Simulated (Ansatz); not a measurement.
# In6P7 zinc blende off sphere (In₆P₇H₂₀+): inputs that go wrong

Aim: try 2 inputs for In6P7 zinc blende off sphere (In₆P₇H₂₀+) as typed, read how each ends, and find what has to change.

Computed with Ansatz 0.2.0, Gaussian basis. Level: the settings change from run to run.

### 1 The relaxed structure

The structure was relaxed beforehand with PBE-D4/def2-SVP. In takes a core potential in def2 sets; no spin-orbit term is included.

33 atoms, charge 1, spin multiplicity 1.

Atoms are counted from 1 here; the program's logs count them from 0.

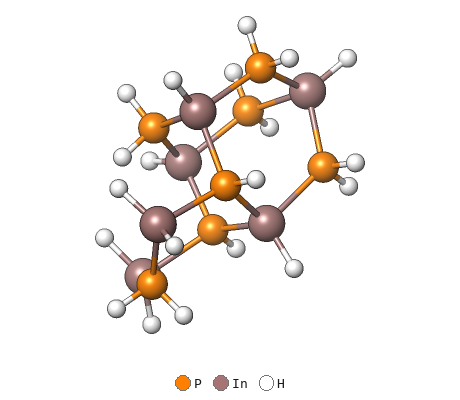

The structure; phosphorus orange, indium brown, hydrogen white.

### 2 Try 1

in.yaml reads:

```yaml
crystal:
  periodic: [false, false, false]
  atoms:
    - {symbol: P, position_ang: [0.789193, -3.584746, 0.688410]}
    - {symbol: P, position_ang: [-2.880810, 2.879637, -1.351008]}
    - {symbol: P, position_ang: [0.803535, -0.802277, -2.214346]}
    - {symbol: P, position_ang: [-2.192651, -0.668850, 0.290977]}
    - {symbol: P, position_ang: [0.684801, -0.685849, 3.291405]}
    - {symbol: P, position_ang: [0.667350, 2.192791, 0.292299]}
    - {symbol: P, position_ang: [3.585326, -0.787162, 0.689167]}
    - {symbol: In, position_ang: [-3.783351, 0.405486, -1.595775]}
    - {symbol: In, position_ang: [-0.882386, -2.414152, -1.015092]}
    - {symbol: In, position_ang: [2.400833, -2.399796, 2.358756]}
    - {symbol: In, position_ang: [-0.407152, 3.783923, -1.593977]}
    - {symbol: In, position_ang: [2.413889, 0.884241, -1.013889]}
    - {symbol: In, position_ang: [-0.907886, 0.906425, 1.861181]}
    - {symbol: H, position_ang: [1.546771, -4.595674, 0.014742]}
    - {symbol: H, position_ang: [-0.006777, -4.459539, 1.494417]}
    - {symbol: H, position_ang: [-3.466231, 3.464625, -0.181851]}
    - {symbol: H, position_ang: [-3.630009, 3.628731, -2.316863]}
    - {symbol: H, position_ang: [1.490350, -1.488211, -3.264763]}
    - {symbol: H, position_ang: [-0.030826, 0.031845, -3.024393]}
    - {symbol: H, position_ang: [-3.018266, -1.452553, 1.162076]}
    - {symbol: H, position_ang: [-0.115150, -1.407552, 4.234200]}
    - {symbol: H, position_ang: [1.404543, 0.114165, 4.235655]}
    - {symbol: H, position_ang: [1.450366, 3.018412, 1.163997]}
    - {symbol: H, position_ang: [4.596410, -1.544480, 0.015467]}
    - {symbol: H, position_ang: [4.459901, 0.008985, 1.495225]}
    - {symbol: H, position_ang: [-3.000921, -0.195991, -3.029719]}
    - {symbol: H, position_ang: [-5.400854, 0.304075, -1.004085]}
    - {symbol: H, position_ang: [-1.596594, -3.616918, -2.024869]}
    - {symbol: H, position_ang: [0.195397, 3.052543, -2.728029]}
    - {symbol: H, position_ang: [0.195397, 3.002543, -3.028029]}
    - {symbol: H, position_ang: [-0.306933, 5.401197, -1.001481]}
    - {symbol: H, position_ang: [3.616323, 1.599796, -2.023110]}
    - {symbol: H, position_ang: [-1.841311, 1.838769, 2.981057]}
basis:
  gaussian: {orbitals: STO-3G, point_charges: [{charge: 2.00, position_ang: [7.120, 0.463, -0.445]}]}
total_charge: 1
hamiltonian: {xc: {name: LC-wPBE}}
scf: {omitted_lower_state_checks: [starts]}
output: {forces: true}
```

On the command line:

```
$ ansatz run in.yaml --threads 2 --pin off --events-out ev --progress --plain --max-ram 32768MiB --backend cuda --devices 0, --max-vram 18GiB
```

The program printed, cut to the lines that bear on the results:

```text
Functional definition: LC-wPBE
  name "LC-wPBE"
  cite "Vydrov & Scuseria, J. Chem. Phys. 125, 234109 (2006) doi:10.1063/1.2409292"
  cite "Heyd & Scuseria, J. Chem. Phys. 120, 7274 (2004) doi:10.1063/1.1668634"
  cite "Ernzerhof & Perdew, J. Chem. Phys. 109, 3313 (1998) doi:10.1063/1.476928"
  cite "Perdew, Burke & Ernzerhof, Phys. Rev. Lett. 77, 3865 (1996) doi:10.1103/PhysRevLett.77.3865"
  parent pbe
[...]
3209 factors; integrals over basis functions are off by at most 9.3e-5 eV
861 factors; integrals over basis functions are off by at most 4.5e-6 eV
[...]
mean field -992637.69040636 eV, -36478.7622884414 hartree, gradient 2.8e-5 eV, S^2 0.000000; 0 other end points of the search recorded, 0 dependent functions left out
[...]
reference -992637.69040637 eV, -36478.7622884417 hartree; 209, 209 occupied and 36, 36 virtual orbitals, 3209 factors
Total energy: -992637.69040637 eV, -36478.7622884417 hartree
Atom 0 at     0.789193    -3.584746     0.688410 Å, force    -0.708362     0.024886    -0.425269 eV/Å
Atom 1 at    -2.880810     2.879637    -1.351008 Å, force    -0.454020     0.478054    -0.791137 eV/Å
Atom 2 at     0.803535    -0.802277    -2.214346 Å, force    -0.084594     0.423182    -0.341648 eV/Å
Atom 3 at    -2.192651    -0.668850     0.290977 Å, force    -0.130126    -0.005768    -0.508471 eV/Å
Atom 4 at     0.684801    -0.685849     3.291405 Å, force    -0.486491     0.597973    -0.197277 eV/Å
[...]
Atom 17 at     1.490350    -1.488211    -3.264763 Å, force    -0.519195     0.683480     0.876602 eV/Å
Atom 18 at    -0.030826     0.031845    -3.024393 Å, force     0.814810    -0.721901     0.573057 eV/Å
Atom 19 at    -3.018266    -1.452553     1.162076 Å, force     0.764848     0.804693    -0.816567 eV/Å
Atom 20 at    -0.115150    -1.407552     4.234200 Å, force     0.554496     0.773352    -0.909764 eV/Å
Atom 21 at     1.404543     0.114165     4.235655 Å, force    -0.747576    -0.593238    -0.873363 eV/Å
Atom 22 at     1.450366     3.018412     1.163997 Å, force    -0.742441    -0.482914    -1.034780 eV/Å
Atom 23 at     4.596410    -1.544480     0.015467 Å, force    -0.539258     0.947021     0.391833 eV/Å
Atom 24 at     4.459901     0.008985     1.495225 Å, force    -0.407776    -0.604628    -0.875714 eV/Å
Atom 25 at    -3.000921    -0.195991    -3.029719 Å, force    -0.957470     1.056477     1.912277 eV/Å
Atom 26 at    -5.400854     0.304075    -1.004085 Å, force     2.312137     0.390496    -0.864565 eV/Å
Atom 27 at    -1.596594    -3.616918    -2.024869 Å, force     0.995424     1.868649     1.251695 eV/Å
Atom 28 at     0.195397     3.052543    -2.728029 Å, force    -1.602509    20.740561   115.539877 eV/Å
Atom 29 at     0.195397     3.002543    -3.028029 Å, force     2.232081   -21.380910  -117.985220 eV/Å
Atom 30 at    -0.306933     5.401197    -1.001481 Å, force     0.261789    -1.744498    -1.444507 eV/Å
Atom 31 at     3.616323     1.599796    -2.023110 Å, force    -1.618651    -0.892125     1.410258 eV/Å
Atom 32 at    -1.841311     1.838769     2.981057 Å, force     1.298857    -1.048714    -1.762544 eV/Å
Dipole moment:    -1.764552     2.279961    -1.732060 e Å
Checks for a lower state left out: starts
```

It took 15 s on 1 × H100 (card shared with other runs) with 2 threads of AMD EPYC 7R13, shared host; peak host memory 1.3 GiB.

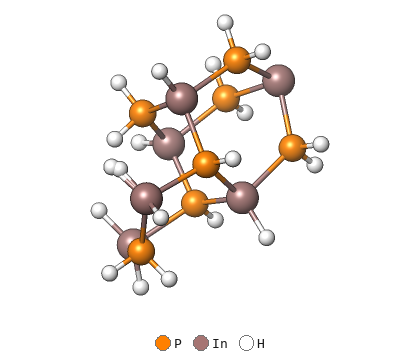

The geometry of this input.

Diagnosis: It ended without an error, which proves nothing about the input. One atom was put on top of another. The shortest distance is 0.30 Å (H29–H30), against 1.43 Å in the relaxed molecule. Its energy is no property of the relaxed molecule. Fix: restore the atom's position, and remove the point charge.

### 3 Try 2

in.yaml reads:

```yaml
crystal:
  periodic: [false, false, false]
  atoms:
    - {symbol: P, position_ang: [0.827821, -3.523916, 0.638583]}
    - {symbol: P, position_ang: [-2.889348, 2.870879, -1.392589]}
    - {symbol: P, position_ang: [0.819692, -0.780570, -2.163114]}
    - {symbol: P, position_ang: [-2.176170, -0.638401, 0.371540]}
    - {symbol: P, position_ang: [0.643004, -0.768258, 3.287418]}
    - {symbol: P, position_ang: [0.691751, 2.100914, 0.379524]}
    - {symbol: P, position_ang: [3.791249, -0.753863, 0.773741]}
    - {symbol: In, position_ang: [-3.716042, 0.375358, -1.648174]}
    - {symbol: In, position_ang: [-0.804880, -2.325055, -0.902819]}
    - {symbol: In, position_ang: [2.370192, -2.360618, 2.364310]}
    - {symbol: In, position_ang: [-0.418482, 3.642709, -1.707068]}
    - {symbol: In, position_ang: [2.439078, 0.948596, -1.081182]}
    - {symbol: In, position_ang: [-0.904081, 1.057919, 1.794318]}
    - {symbol: H, position_ang: [1.487480, -4.699236, -0.014154]}
    - {symbol: H, position_ang: [0.010961, -4.526000, 1.453281]}
    - {symbol: H, position_ang: [-3.592540, 3.477123, -0.123416]}
    - {symbol: H, position_ang: [-3.672396, 3.613182, -2.429815]}
    - {symbol: H, position_ang: [1.544926, -1.552838, -3.329184]}
    - {symbol: H, position_ang: [-0.060226, 0.041454, -3.050094]}
    - {symbol: H, position_ang: [-2.893984, -1.444485, 1.147575]}
    - {symbol: H, position_ang: [-0.115714, -1.362768, 4.309176]}
    - {symbol: H, position_ang: [1.341619, 0.158457, 4.232869]}
    - {symbol: H, position_ang: [1.398648, 3.088469, 1.249029]}
    - {symbol: H, position_ang: [4.575343, -1.611150, 0.120893]}
    - {symbol: H, position_ang: [4.401414, 0.007363, 1.526194]}
    - {symbol: H, position_ang: [-2.973308, -0.275073, -2.953907]}
    - {symbol: H, position_ang: [-5.365187, 0.324464, -0.950915]}
    - {symbol: H, position_ang: [-1.767146, -3.688368, -1.864190]}
    - {symbol: H, position_ang: [3.358663, -3.236738, 3.336683]}
    - {symbol: H, position_ang: [0.164091, 3.034925, -2.872981]}
    - {symbol: H, position_ang: [-0.326257, 5.452135, -1.047448]}
    - {symbol: H, position_ang: [3.781718, 1.595790, -1.878908]}
    - {symbol: H, position_ang: [-1.796877, 1.855751, 3.043912]}
basis:
  gaussian: {orbitals: def2-SVPD, fitting: {mean_field: def2-universal-jkfit}}
total_charge: 1
hamiltonian: {xc: {name: HF}}
correlation: {method: mp2, frozen_orbitals: {P: 9}}
scf: {omitted_lower_state_checks: [starts]}
output: {forces: true}
```

Launched as before.

The program printed:

```text
Functional definition: HF
  name "HF"
  cite "Fock, Z. Phys. 61, 126 (1930) doi:10.1007/BF01340294"
  parent pbe
  exchange = exact_x
  correlation = 0
these checks for a lower state are left out or cut short: starts
Error: "frozen_orbitals" has no count for In
```

Run time: 12 s. Hardware: 1 × H100 (card shared with other runs) with 2 threads of AMD EPYC 7R13, shared host; peak host memory 0.73 GiB.

**Diagnosis.** Refused before any calculation. Frozen orbitals are typed for one element alone, and the program wants a count for each. Its coordinates are also moved off the relaxed structure. To mend it, leave frozen_orbitals out, or give every element a count that its core really has.

### 4 Summary

```tsv
try	level	ended	cause	time
1	LC-wPBE/STO-3G	converged	one atom was put on top of another	15 s
2	MP2/def2-SVPD	refused	frozen orbitals are typed for one element alone, and the program wants a count for each	12 s
```

**Reading.** 1 converged, 1 refused. The dangerous case is the input that converges on a wrong geometry, charge, spin, basis or grid: often only a look at the input shows it.
